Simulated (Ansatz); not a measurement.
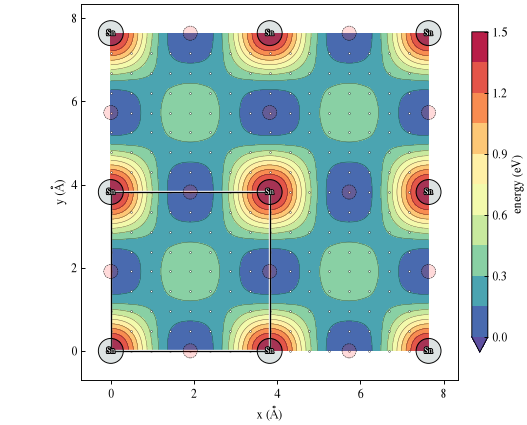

Au on a two-dimensional sheet of SnO (4 atoms of substrate and one adsorbate in a 1 × 1 cell). 
- Au is moved over the surface cell at a fixed height above a rigid substrate; the origin of the map has the adsorbate above Sn4; the height is held at 2.20 Å.
- Places are given modulo a cell vector. The map is drawn in real space over the plane of the surface.
- The scan uses an 8 × 8 grid; 15 points were computed and 49 follow by symmetry.
- Energies: eV, counted from the lowest grid point.
- With one adsorbate in each 1 × 1 cell, its nearest image is 3.8 Å away, so neighbouring adsorbates interact. At a fixed height the lowest place need not be the adsorption site.
- Computed with DFT PBE+D3(BJ), scalar-relativistic, plane waves, PAW in Ansatz. Settings: cutoff 420 eV, k-mesh 7×7×1, gaussian smearing 0.05 eV, spin-polarised.

The picture shows filled contours, dots at the grid points, labelled circles for the atoms of the top layer and small ones for the second layer, the outline of one cell of the 2 × 2 shown. Between grid points the surface is interpolated.

The lowest grid point is at a bridge site between two Sn atoms, over a second-layer O atom, (0/8, 4/8) of the cell vectors; the map holds 2 wells of about this depth. It is the only kind of minimum in the scanned range. The highest grid point, the top site over a surface Sn atom, (0/8, 0/8) of the cell vectors, lies 1.49 eV above the lowest. On the interpolated surface the easiest way out of the lowest well to a well of about the same depth near a bridge site between two Sn atoms, over a second-layer O atom, (4/8, 0/8) of the cell vectors passes a barrier of about 0.27 eV. At the lowest point the adsorbate has 2 Sn at 2.91 Å as nearest neighbours, at the highest 1 Sn at 2.20 Å.

Au is replaced by Cu; all else is set up alike.

> What will the new map look like?

The lowest place stays at a bridge site between two Sn atoms, over a second-layer O atom, (0/8, 4/8) of the cell vectors. The span from the lowest to the highest grid point shrinks from 1.49 to 0.64 eV. The easiest pass out of the lowest well goes from about 0.27 to about 0.17 eV on the interpolated surfaces. In the new map: at the lowest point the adsorbate has 2 Sn at 2.91 Å as nearest neighbours, at the highest 1 Sn at 2.20 Å.

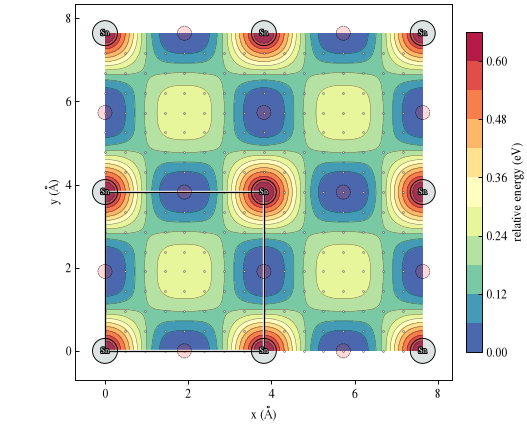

The map after the change, on a colour scale of its own. The picture shows filled contours, dots at the grid points, labelled circles for the atoms of the top layer and small ones for the second layer, the outline of one cell of the 2 × 2 shown. Between grid points the surface is interpolated.

PAW datasets: the set soft_1.
